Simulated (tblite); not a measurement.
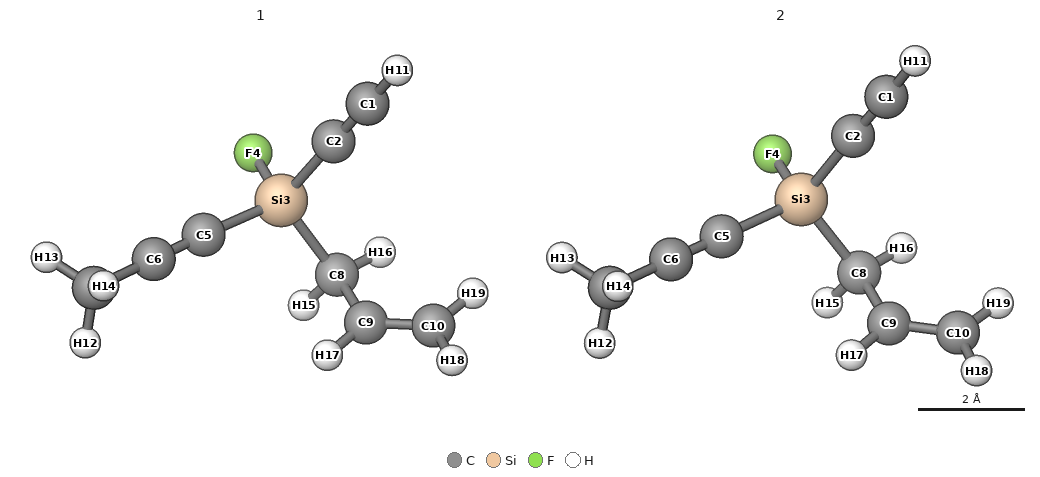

Two geometries of C8H9FSi, drawn at one scale. One is the start of a relaxation, the other its converged end. Style: ball-and-stick. Shown from a free direction.

The calculation used GFN2-xTB geometry optimisation, gas phase in tblite 0.8.0. 

### Which geometry has the lower energy?

Structure 1 is the relaxed one. The energy falls by 2.93 kcal/mol in 63 geometry steps. The atom that moves furthest after the best rigid fit is an H atom (0.26 Å). Largest moves by element: H 0.26 Å, C 0.18 Å, F 0.02 Å, Si 0.02 Å. Near-neighbour distances that change, for instance: C–Si 1.894 → 1.841 Å, C–H 1.070 → 1.052 Å, C–Si 1.891 → 1.907 Å, C–C 1.458 → 1.443 Å. Bond angles that change, for instance: Si–C–C 116.2° → 112.0°, C–C–H 117.7° → 115.3°.
